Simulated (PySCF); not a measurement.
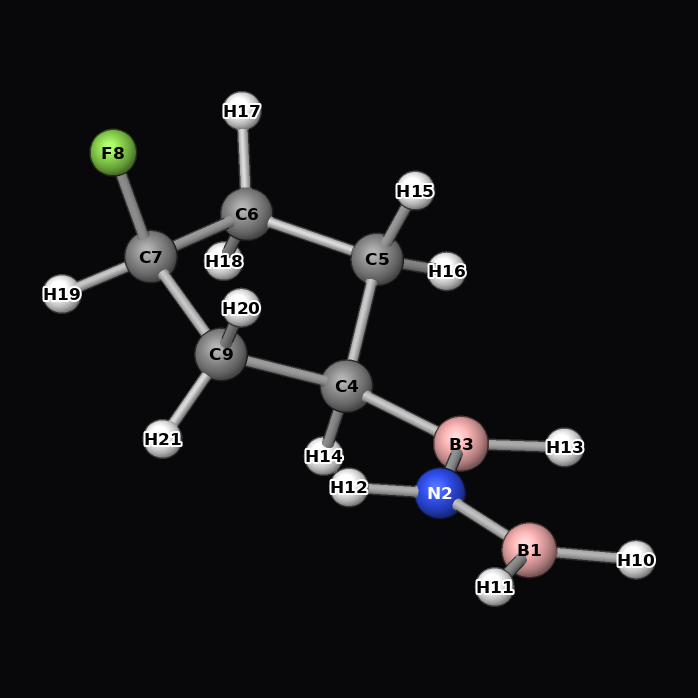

The questions are on IAO charges. The geometry was computed by an optimisation with GFN2-xTB. No frequency run is at hand to confirm it as a minimum. Properties computed with PBE0/pcSseg-1, gas phase (PySCF 2.14.0).

Question: Which atom carries the highest charge (most positive or least negative)?

Answer: H12 (0.27 e).

Question: And the lowest?

Answer: N2 (−0.41 e).

Give the IAO charges atom by atom.

```csv
atom,value (e)
B1,0.06
N2,−0.41
B3,0.19
C4,−0.25
C5,−0.25
C6,−0.28
C7,0.18
F8,−0.34
C9,−0.29
H10,0.01
H11,0.00
H12,0.27
H13,0.00
H14,0.14
H15,0.13
H16,0.14
H17,0.15
H18,0.14
H19,0.13
H20,0.14
H21,0.14
```

The geometry is semi-empirical. Around B such bond lengths and angles can be off by a tenth of an ångström or more and by several degrees, and values that hang on the shape move with them.
